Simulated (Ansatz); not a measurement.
Partial pair distribution functions of a relaxed model of amorphous Hf18O37Ba, broadened by 0.06 Å; density 8.85 g/cm³. These are PBE, scalar-relativistic without spin-orbit coupling (plane waves to 420 eV, PAW; Ansatz, an electronic-structure program) values and carry that method's errors.

It comes from a melt-quench run on a machine-learned potential (CHGNet), relaxed afterwards by DFT. O atoms were pushed apart under 1.9 Å during the dynamics, to hinder bonds among them. The hot cell started wider than the set density and was brought back towards it in steps. It is the lowest in DFT energy of 2 quenches. It is a model cell: composition and starting density were chosen by hand, and all elements were melted together. No dispersion term was used. Its density started from a set value of 8.86 and ended at 8.85 g/cm³. Cooling (nominally 300 K/ps over its main leg) ran many orders faster than in experiment, which tends to leave more defects and strain. Values belong to this one cell and scatter from quench to quench. The volume was held where the preparation left it and the shape relaxed, at a PBE pressure of 1.7 GPa. Stress components on the final sampling reach 1.8 GPa.

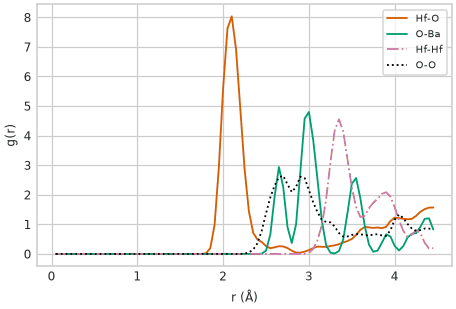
*Partial pair distribution functions*

Highest peaks under 4.5 Å: Hf-O near 2.10 Å, O-Ba near 3.00 Å, Hf-Hf near 3.35 Å, O-O near 2.70 Å; pairs of few atoms are noisy.

Within 2.84 Å each Hf has 6.39 O neighbours on average.
